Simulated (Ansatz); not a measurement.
CH$_{5}$AsOSi

```csv
atom,x (Å),y (Å),z (Å)
O,1.0652,-1.4703,-0.8282
C,0.2458,-0.6994,-0.4000
Si,0.5207,1.2282,-0.5193
As,-1.5011,-1.4067,0.4190
H,1.2731,1.6352,0.7018
H,1.3101,1.5415,-1.7412
H,-0.7994,1.9213,-0.5429
H,-0.7694,-2.4217,1.2933
H,-1.5389,-0.3427,1.5197
```

All numbers below come from RKS B3LYP/def2-SVP in Ansatz 0.2.0.

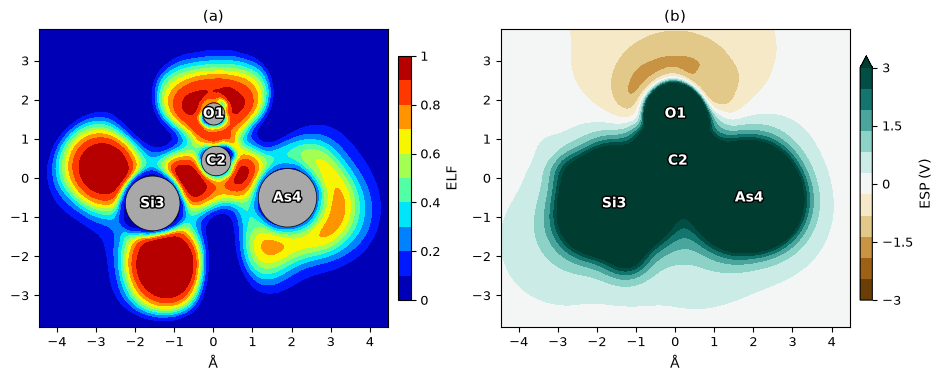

Figure 1. (a) electron localisation function; (b) molecular electrostatic potential on the plane of atoms O1, C2 and Si3. Grey discs cover the atomic cores in the ELF map.

Q: Read the bonding off the picture.

A:
- Atoms in the plane: O, C, Si and As.
- C–O (1.20 Å): the ELF peaks at about 0.85 between the atoms: a short, multiple covalent bond.
- C–Si (1.95 Å): the ELF peaks at about 1 between the atoms (a covalent bond).
- C–As (2.05 Å): the ELF peaks at about 0.95 between the atoms: a shared electron pair.
- The ELF also peaks beside O1, away from the bonds: lone-pair regions.
- Outside the dense part of the molecule the potential is most negative (−1.5 V) near O1.

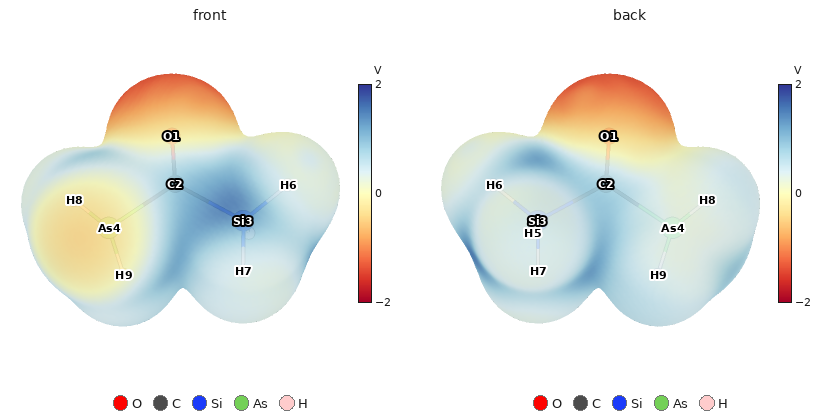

Figure 2. The molecular electrostatic potential painted on the density surface at 0.002 e/bohr³, seen from the front and from behind; red is negative and blue positive.

Q: Where is the surface potential most negative and most positive?

A: The most negative region (about −1.3 V) lies over O1, the most positive (about +1.5 V) over Si3. O1 is the likeliest acceptor of a hydrogen bond.

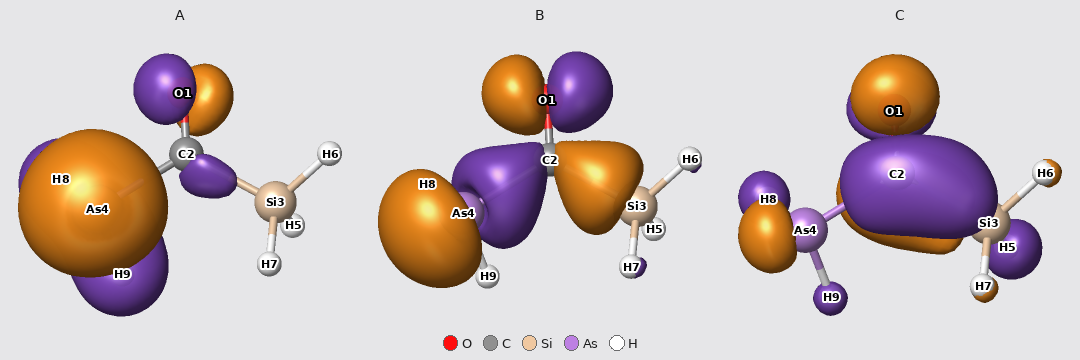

Figure 3. Three frontier orbitals at ±0.1 Å⁻³ᐟ² (orange and purple are the two phases), in no order.

Q: Order the three orbitals by energy and name them.

A: A is the HOMO−1 (−8.07 eV). It lies mainly on As4 (about 65 %), O1 (about 10 %), H8 (about 10 %) and H9 (about 10 %). B is the HOMO (−6.22 eV). Its weight (Hirshfeld) is mainly on O1 (about 35 %), As4 (about 30 %), C2 (about 15 %) and Si3 (about 10 %). C is the LUMO (−1.77 eV). It lies mainly on C2 (about 40 %), O1 (about 30 %), Si3 (about 15 %) and As4 (about 10 %); π-antibonding (π*) across C2–O1.

Q: What is the HOMO–LUMO gap?

A: 4.45 eV between the orbital energies.

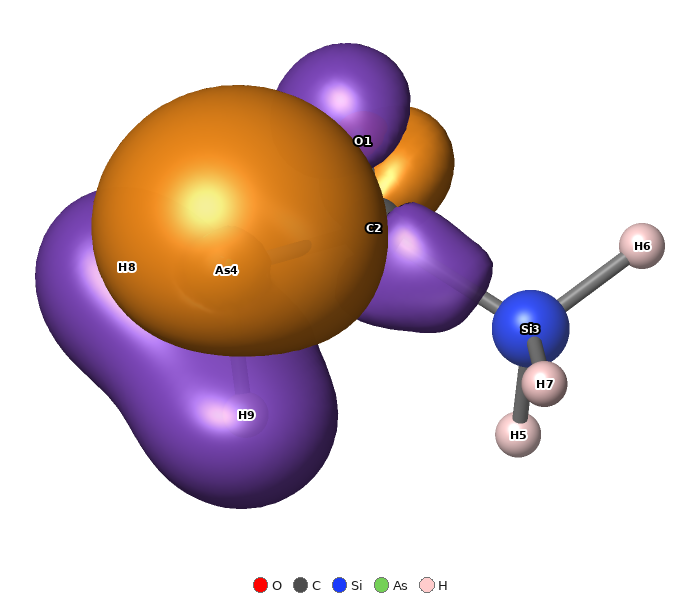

Figure 4. The HOMO−1 at ±0.08 Å⁻³ᐟ² (orange and purple are the two phases), seen at a tilt.

Q: Describe this orbital and give its energy.

A: It lies mainly on As4 (about 65 %), O1 (about 10 %), H8 (about 10 %) and H9 (about 10 %). Its energy is −8.07 eV.
